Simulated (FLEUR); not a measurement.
# Collinear magnetic orders of NiO with FLEUR, part 2 of 2

Aim: find out whether NiO carries moments, and which collinear order costs least.

FLEUR MaX-R8.1; PBEsol with U = 6 eV on Ni d; all-electron FLAPW, Dirac cores, scalar-relativistic bands.

So far, largest spin moment in the muffin-tin sphere (μB): step 2 (order 1, typed as ferro +) 1.78.

## 3. Order 2, typed as antiferro q=(0,1/2,1/2) +-

An opposed order shows whether neighbours prefer unlike signs.

This order needs a doubled cell of 4 atoms. The mesh is halved along the doubled vector, so that both cells sample the same points. The k list default-1 (kpts.xml, not shown) is a Γ-centred 8×4×8 mesh.

inp.xml reads:

```
<?xml version="1.0" encoding="UTF-8" standalone="no"?>
<fleurInput fleurInputVersion="0.39">
   <comment>
      NiO
   </comment>
   <calculationSetup>
      <cutoffs Kmax="4.32" Gmax="13.0" GmaxXC="13.0" numbands="0"/>
      <scfLoop itmax="130" minDistance="0.0001" maxIterBroyd="15" imix="Anderson" alpha="0.05" precondParam="0.0" spinf="2.0" sdNocoIR="T"/>
      <coreElectrons ctail="T" frcor="F" kcrel="0" coretail_lmax="0"/>
      <xcFunctional name="PBEs" relativisticCorrections="F"/>
      <magnetism jspins="2"/>
      <soc l_soc="F" theta="0.0" phi="0.0" spav="F"/>
      <expertModes spex="0" secvar="F"/>
      <geometryOptimization l_f="F" forcealpha="1.0" forcemix="BFGS" epsdisp="0.00001" epsforce="0.00001"/>
      <ldaU l_linMix="F" mixParam="0.05" spinf="1.0"/>
   </calculationSetup>
   <cell>
      <bzIntegration valenceElectrons="48.0" mode="hist" fermiSmearingEnergy="0.00183747">
         <kPointListSelection listName="default-1"/>
         <xi:include xmlns:xi="http://www.w3.org/2001/XInclude" href="kpts.xml"> </xi:include>
      </bzIntegration>
      <xi:include xmlns:xi="http://www.w3.org/2001/XInclude" href="sym.xml"> </xi:include>
      <bulkLattice scale="1.0">
         <bravaisMatrix>
            <row-1>    0.0000000000000000     3.9417828250996005     3.9417828250996005</row-1>
            <row-2>    7.8835656501992011     0.0000000000000000     7.8835656501992011</row-2>
            <row-3>    7.8835656501992011     3.9417828250996005     3.9417828250996005</row-3>
         </bravaisMatrix>
      </bulkLattice>
   </cell>
   <atomSpecies>
      <species name="Nickel (Ni2.000" element="Ni" atomicNumber="28">
         <mtSphere radius="2.46" gridPoints="813" logIncrement="0.015"/>
         <atomicCutoffs lmax="10" lnonsphr="8"/>
         <electronConfig flipSpins="F">
            <coreConfig>(1s1/2) (2s1/2) (2p1/2) (2p3/2)</coreConfig>
            <valenceConfig>(3s1/2) (3p1/2) (3p3/2) (4s1/2) (3d3/2) (3d5/2)</valenceConfig>
            <stateOccupation state="(3d3/2)" spinUp="2.0" spinDown="1.2"/>
            <stateOccupation state="(3d5/2)" spinUp="3.0" spinDown="1.8"/>
         </electronConfig>
         <energyParameters s="4" p="4" d="3" f="4"/>
         <ldaU l="2" U="6.0" J="0.0" l_amf="F"/>
         <lo type="SCLO" l="0" n="3" eDeriv="0"/>
         <lo type="SCLO" l="1" n="3" eDeriv="0"/>
      </species>
      <species name="Nickel (Ni-2.000" element="Ni" atomicNumber="28">
         <mtSphere radius="2.46" gridPoints="813" logIncrement="0.015"/>
         <atomicCutoffs lmax="10" lnonsphr="8"/>
         <electronConfig flipSpins="F">
            <coreConfig>(1s1/2) (2s1/2) (2p1/2) (2p3/2)</coreConfig>
            <valenceConfig>(3s1/2) (3p1/2) (3p3/2) (4s1/2) (3d3/2) (3d5/2)</valenceConfig>
            <stateOccupation state="(3d3/2)" spinUp="1.2" spinDown="2.0"/>
            <stateOccupation state="(3d5/2)" spinUp="1.8" spinDown="3.0"/>
         </electronConfig>
         <energyParameters s="4" p="4" d="3" f="4"/>
         <ldaU l="2" U="6.0" J="0.0" l_amf="F"/>
         <lo type="SCLO" l="0" n="3" eDeriv="0"/>
         <lo type="SCLO" l="1" n="3" eDeriv="0"/>
      </species>
      <species name="Oxygen (O)" element="O" atomicNumber="8">
         <mtSphere radius="1.39" gridPoints="461" logIncrement="0.023"/>
         <atomicCutoffs lmax="6" lnonsphr="4"/>
         <electronConfig flipSpins="F">
            <coreConfig>(1s1/2)</coreConfig>
            <valenceConfig>(2s1/2) (2p1/2) (2p3/2)</valenceConfig>
            <stateOccupation state="(2p1/2)" spinUp="0.666667" spinDown="0.666667"/>
            <stateOccupation state="(2p3/2)" spinUp="1.333333" spinDown="1.333333"/>
         </electronConfig>
         <energyParameters s="2" p="2" d="3" f="4"/>
      </species>
   </atomSpecies>
   <atomGroups>
      <atomGroup species="Nickel (Ni2.000">
         <relPos label="                   1">.0000000000 .0000000000 .0000000000</relPos>
         <force calculate="T" relaxXYZ="TTT"/>
      </atomGroup>
      <atomGroup species="Nickel (Ni-2.000">
         <relPos label="                   2">.0000000000 1.000/2.000 .0000000000</relPos>
         <force calculate="T" relaxXYZ="TTT"/>
      </atomGroup>
      <atomGroup species="Oxygen (O)">
         <relPos label="                   3">1.000/2.000 .0000000000 1.000/2.000</relPos>
         <force calculate="T" relaxXYZ="TTT"/>
      </atomGroup>
      <atomGroup species="Oxygen (O)">
         <relPos label="                   4">1.000/2.000 1.000/2.000 1.000/2.000</relPos>
         <force calculate="T" relaxXYZ="TTT"/>
      </atomGroup>
   </atomGroups>
   <output dos="F" band="F" slice="F">
      <bandDOS minEnergy="-.5*Htr" maxEnergy="0.5*Htr" sigma="0.015" storeEVData="T"/>
      <plotting iplot="0" polar="F">
         <plot TwoD="T" vec1="  1.0  0.0  0.0" vec2="  0.0  1.0  0.0" vec3="  0.0  0.0  1.0" zero="  0.0  0.0  0.0" file="plot"/>
      </plotting>
      <moessbauerParams electricFieldGradient="F" isomerShift="F" coreHyperfine="F" valenceHyperfine="F"/>
   </output>
</fleurInput>
```

crystal.txt reads:

```
NiO
&input film=F cartesian=F /
0.00000000000  2.08590164140  2.08590164140
4.17180328280  0.00000000000  4.17180328280
4.17180328280  2.08590164140  2.08590164140
1.8897261246
1.0 1.0 1.0

4
28 0.00000000000  0.00000000000  0.00000000000 : 2.000
28 0.00000000000  0.50000000000  0.00000000000 : -2.000
8 0.50000000000  0.00000000000  0.50000000000
8 0.50000000000  0.50000000000  0.50000000000

&kpt div1=8 div2=4 div3=8 gamma=T /
```

Run with:

```console
$ OMP_NUM_THREADS=1 inpgen -f crystal.txt > inpgen.log  # inp.xml is then edited as shown
$ OMP_NUM_THREADS=1 mpirun -n 4 fleur_MPI > fleur.log
```

Output:

```text
[banner, memory and clock lines left out]
Welcome to FLEUR        (www.flapw.de)
      MaX-Release 8.1          (www.max-centre.eu)

 ========== k-point set info ==========
 Selected k-point list: default-1
 k-point list type: mesh
 0 x 0 x 0
 Number of k points: 80

 ------------Calculation Setup---------------------------
 Number of PE/node        :            4
 Number of OMP-threads    :            1
 k-points in parallel     :            4
 pe's per k-point         :            1
 No of k-point loops      :           20
 Eigenvalue solver        :       lapack
 Number of basis functions:          376
 Approximate size of matrices (H+S) per k-point:         0.002 GB
 no density matrix found ... skipping LDA+U
 Reset of history
 Iteration:     1   Distance:      31.83991761 me/bohr^3
 Iteration:     2   Distance:      38.92292144 me/bohr^3
 Iteration:     3   Distance:      36.24404201 me/bohr^3
 Iteration:     4   Distance:      19.74242009 me/bohr^3
 Iteration:     5   Distance:      11.06266944 me/bohr^3
 Iteration:     6   Distance:       8.50084506 me/bohr^3
 Iteration:     7   Distance:       1.66082770 me/bohr^3
 Iteration:     8   Distance:       1.17174676 me/bohr^3
 Iteration:     9   Distance:       0.24011200 me/bohr^3
 Iteration:    10   Distance:       0.23650785 me/bohr^3
 Iteration:    11   Distance:       0.04378960 me/bohr^3
 Iteration:    12   Distance:       0.03748974 me/bohr^3
 Iteration:    13   Distance:       0.00212382 me/bohr^3
 Iteration:    14   Distance:       0.00526185 me/bohr^3
 Iteration:    15   Distance:       0.00055686 me/bohr^3
 Iteration:    16   Distance:       0.00028373 me/bohr^3
 Iteration:    17   Distance:       0.00024949 me/bohr^3
 Iteration:    18   Distance:       0.00011675 me/bohr^3
 Iteration:    19   Distance:       0.00001530 me/bohr^3

 ********************************************************************
 Run finished successfully
 Stop message:
   all done
 ********************************************************************

--- out.xml (last complete iteration) ---
<iteration numberForCurrentRun="   19" overallNumber="   19">
         [... left out ...]
         <bandgap value="2.2671029302" units="eV"/>
         <sumValenceSingleParticleEnergies value="-35.8090664919" units="Htr"/>
         <FermiEnergy value="0.2925069962" units="Htr"/>
         <valenceDensity>
            <mtCharges spin="1">
               <mtCharge atomType="1" total="9.5638620" s="1.2063464" p="3.2627417" d="5.0135212" f="0.0569080"/>
               <mtCharge atomType="2" total="7.7732299" s="1.1895207" p="3.2434177" d="3.2610212" f="0.0559726"/>
               <mtCharge atomType="3" total="2.1879384" s="0.6795722" p="1.5053719" d="0.0025401" f="0.0003786"/>
               <mtCharge atomType="4" total="2.2517906" s="0.6868637" p="1.5613483" d="0.0030710" f="0.0004228"/>
            </mtCharges>
            <mtCharges spin="2">
               <mtCharge atomType="1" total="7.7732299" s="1.1895207" p="3.2434177" d="3.2610212" f="0.0559726"/>
               <mtCharge atomType="2" total="9.5638620" s="1.2063464" p="3.2627417" d="5.0135212" f="0.0569080"/>
               <mtCharge atomType="3" total="2.2517906" s="0.6868637" p="1.5613483" d="0.0030710" f="0.0004228"/>
               <mtCharge atomType="4" total="2.1879384" s="0.6795722" p="1.5053719" d="0.0025401" f="0.0003786"/>
            </mtCharges>
            <spinDependentCharge spin="1" total="24.0000000" interstitial="2.2231791" mtSpheres="21.7768209"/>
            <spinDependentCharge spin="2" total="24.0000000" interstitial="2.2231791" mtSpheres="21.7768209"/>
            <totalCharge value="48.0000000000"/>
         </valenceDensity>
         [... left out ...]
         <magneticMomentsInMTSpheres units="muBohr">
            <globalMagMoment atomType="1" vec="0.00000   0.00000   1.79063"/>
            <localMagMoment atomType="1" vec="0.00000   0.00000   1.79063"/>
            <globalMagMoment atomType="2" vec="0.00000   0.00000  -1.79063"/>
            <localMagMoment atomType="2" vec="0.00000   0.00000  -1.79063"/>
            <globalMagMoment atomType="3" vec="0.00000   0.00000  -0.06385"/>
            <localMagMoment atomType="3" vec="0.00000   0.00000  -0.06385"/>
            <globalMagMoment atomType="4" vec="0.00000   0.00000   0.06385"/>
            <localMagMoment atomType="4" vec="0.00000   0.00000   0.06385"/>
         </magneticMomentsInMTSpheres>
         [... left out ...]
         <totalEnergy value="    -3188.9436123526" units="Htr">
            <sumOfEigenvalues value="    -1818.8923814747">
               <coreElectrons value="-1783.0833149828"/>
               <valenceElectrons value="-35.8090664919"/>
            </sumOfEigenvalues>
            <densityCoulombPotentialIntegral value="-4869.0387797389"/>
            <densityEffectivePotentialIntegral value="-5053.9210154864"/>
            <chargeDenXCDenIntegral value="-141.2075043164"/>
            <FockExchangeEnergyValence value="0.0000000000"/>
            <FockExchangeEnergyCore value="0.0000000000"/>
         [... left out ...]
            <dftUCorrection value="-1.7532972202"/>
            <tkbTimesEntropy value="0.0000000000"/>
            <freeEnergy value="-3188.9436123526"/>
            <extrapolationTo0K value="-3188.9436123526"/>
         </totalEnergy>
         [... left out ...]
         <ldaUDensityMatrixConvergence>
            <distance spin="1" distance="0.000000"/>
            <distance spin="2" distance="0.000000"/>
         </ldaUDensityMatrixConvergence>
         <densityConvergence units="me/bohr^3">
            <chargeDensity spin="1" distance="0.0000100954"/>
            <chargeDensity spin="2" distance="0.0000100949"/>
            <overallChargeDensity distance="0.0000152993"/>
            <spinDensity distance="0.0000131748"/>
         </densityConvergence>
      </iteration>
```

Wall time 70 s (4 MPI ranks of Arm Neoverse V1, shared host); peak memory 0.41 GiB.

Spin moment in the muffin-tin sphere by atom:

| atom | spin moment in the muffin-tin sphere (μB) |
| --- | --- |
| Ni1 | 1.79 |
| Ni2 | -1.79 |
| O3 | -0.06 |
| O4 | 0.06 |

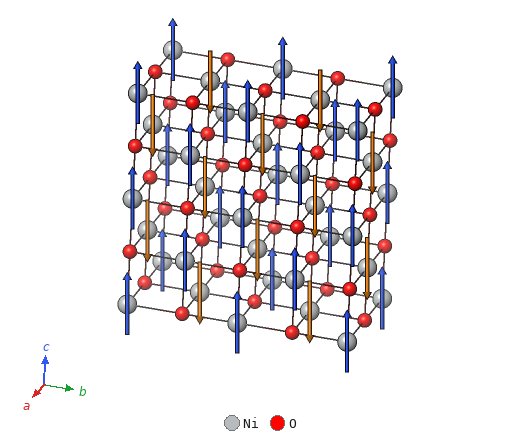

Spin moment in the muffin-tin sphere as arrows, the longest 1.79 μB. Up and down stand for the sign. Arrows give size and sign along the axis of quantisation, drawn up and down the page. The two directions have two colours. 1×2×2 conventional cells are drawn. Some periodic images of atoms are drawn too.

This step gave:

- free energy: -86775.5764 eV
- program's band gap on this mesh (in a metal only a level spacing): 2.267 eV
- magnetization: 0 μB
- final state: antiferromagnetic

It lies 11.7 meV a seeded atom over the first start, and its largest moment is 1.79 μB against 1.78 μB.

## 4. Order 3, typed as antiferro q=(0,0,1/2) +-

Reversing part of the moments tests the sign of the couplings between them.

The cell is doubled to 4 atoms to hold this order. The mesh is halved along the doubled vector, so that both cells sample the same points. The k list default-1 (kpts.xml, not shown) is a Γ-centred 8×8×4 mesh.

Edit inp.xml of step 3 so:

```diff
@@ -25,4 +25,4 @@
             <row-1>    0.0000000000000000     3.9417828250996005     3.9417828250996005</row-1>
-            <row-2>    7.8835656501992011     0.0000000000000000     7.8835656501992011</row-2>
-            <row-3>    7.8835656501992011     3.9417828250996005     3.9417828250996005</row-3>
+            <row-2>    3.9417828250996005     0.0000000000000000     3.9417828250996005</row-2>
+            <row-3>    7.8835656501992011     7.8835656501992011     0.0000000000000000</row-3>
          </bravaisMatrix>
@@ -77,3 +77,3 @@
       <atomGroup species="Nickel (Ni-2.000">
-         <relPos label="                   2">.0000000000 1.000/2.000 .0000000000</relPos>
+         <relPos label="                   2">.0000000000 .0000000000 1.000/2.000</relPos>
          <force calculate="T" relaxXYZ="TTT"/>
@@ -81,7 +81,4 @@
       <atomGroup species="Oxygen (O)">
-         <relPos label="                   3">1.000/2.000 .0000000000 1.000/2.000</relPos>
-         <force calculate="T" relaxXYZ="TTT"/>
-      </atomGroup>
-      <atomGroup species="Oxygen (O)">
-         <relPos label="                   4">1.000/2.000 1.000/2.000 1.000/2.000</relPos>
+         <relPos label="                   3">1.000/2.000 1.000/2.000 1.000/4.000</relPos>
+         <relPos label="                   4">1.000/2.000 1.000/2.000 -1.000/4.000</relPos>
          <force calculate="T" relaxXYZ="TTT"/>
```

crystal.txt reads:

```
NiO
&input film=F cartesian=F /
0.00000000000  2.08590164140  2.08590164140
2.08590164140  0.00000000000  2.08590164140
4.17180328280  4.17180328280  0.00000000000
1.8897261246
1.0 1.0 1.0

4
28 0.00000000000  0.00000000000  0.00000000000 : 2.000
28 0.00000000000  0.00000000000  0.50000000000 : -2.000
8 0.50000000000  0.50000000000  0.25000000000
8 0.50000000000  0.50000000000  0.75000000000

&kpt div1=8 div2=8 div3=4 gamma=T /
```

Output:

```text
[banner, memory and clock lines left out]
Welcome to FLEUR        (www.flapw.de)
      MaX-Release 8.1          (www.max-centre.eu)

 ========== k-point set info ==========
 Selected k-point list: default-1
 k-point list type: mesh
 0 x 0 x 0
 Number of k points: 80

 [... set-up left out ...]
 no density matrix found ... skipping LDA+U
 Reset of history
 Iteration:     1   Distance:      36.00064201 me/bohr^3
 Iteration:     2   Distance:      38.52055817 me/bohr^3
 Iteration:     3   Distance:      35.81329735 me/bohr^3
 Iteration:     4   Distance:      18.94839722 me/bohr^3
[...]
[... left out ...]
            <freeEnergy value="-3188.9512826996"/>
            <extrapolationTo0K value="-3188.9512826996"/>
         </totalEnergy>
         [... left out ...]
         <ldaUDensityMatrixConvergence>
            <distance spin="1" distance="0.000001"/>
            <distance spin="2" distance="0.000001"/>
         </ldaUDensityMatrixConvergence>
         <densityConvergence units="me/bohr^3">
            <chargeDensity spin="1" distance="0.0000280595"/>
            <chargeDensity spin="2" distance="0.0000280580"/>
            <overallChargeDensity distance="0.0000373560"/>
            <spinDensity distance="0.0000418772"/>
         </densityConvergence>
      </iteration>
```

The job ended after 75 s (4 MPI ranks; peak memory 0.37 GiB).

Spin moment in the muffin-tin sphere by atom:

| atom | spin moment in the muffin-tin sphere (μB) |
| --- | --- |
| Ni1 | 1.68 |
| Ni2 | -1.68 |
| O3 | 0.00 |
| O4 | 0.00 |

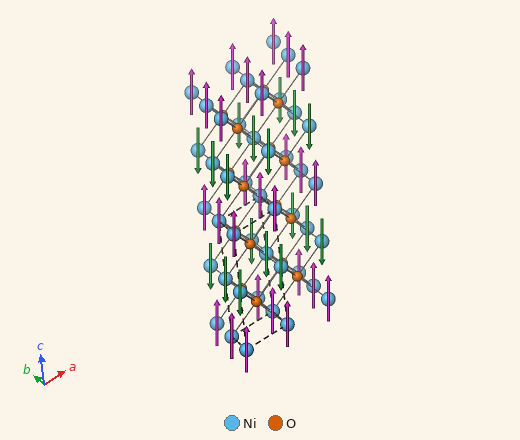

Spin moment in the muffin-tin sphere as arrows, the longest 1.68 μB. Up and down stand for the sign. Arrows give size and sign along the axis of quantisation, drawn up and down the page. The two directions have two colours. Bonds to atoms that aren't drawn are left out. 2×2×2 cells are drawn. Some periodic images of atoms are drawn too.

This step gave:

```
free energy                                                       : -86775.7851 eV
program's band gap on this mesh (in a metal only a level spacing) : 3.268 eV
magnetization                                                     : 0 μB
final state                                                       : antiferromagnetic
```

It lies 92.7 meV a seeded atom under the first start, and its largest moment is 1.68 μB against 1.78 μB.

## 5. The states side by side

Free energies are divided by the number of seeded atoms, so that cells of unlike size compare. Wavevectors q in the names are fractions of the primitive cell's reciprocal vectors.

Orders:

| start | final state | typed order kept | energy over the lowest (meV a seeded atom) | largest sphere moment (μB) | net moment (μB a primitive cell) | mesh matched | CPU time (s) |
| --- | --- | --- | --- | --- | --- | --- | --- |
| ferro + | ferromagnetic | yes | 92.68 | 1.778 | 2 | yes | 44.77 |
| antiferro q=(0,1/2,1/2) +- | antiferromagnetic | yes | 104.4 | 1.791 | 0 | yes | 278.1 |
| antiferro q=(0,0,1/2) +- | antiferromagnetic | yes | 0 | 1.683 | 0 | yes | 301.4 |

## 6. Outcome

* lowest state found: antiferromagnetic (typed antiferro q=(0,0,1/2) +-)
* largest site spin moment: 1.68 μB
* next finished state: ferromagnetic, 92.7 meV a seeded atom higher

What this shows: The lowest state found is antiferromagnetic, reached from the start antiferro q=(0,0,1/2) +-, with moments up to 1.68 μB. The next finished state costs 93 meV a seeded atom. Only 3 starts were tried; other patterns of signs, canted and longer-period orders were not.

[Logs and program files are shortened in this print: banners, set-up blocks, solver, clock and traceback lines can be left out without a mark of their own.]

[Logs are printed without paths, hosts, clocks, repeated set-up lines and the standing remarks that a program may print on its own settings, such as how far it seeks lower states.]

[Hosts, paths, dates, database ids (printed as entryN), source tags and the programs' standing remarks are cut or masked in the printed files.]

[Where a cell is said to come from a database of computed structures, the database is the Materials Project.]
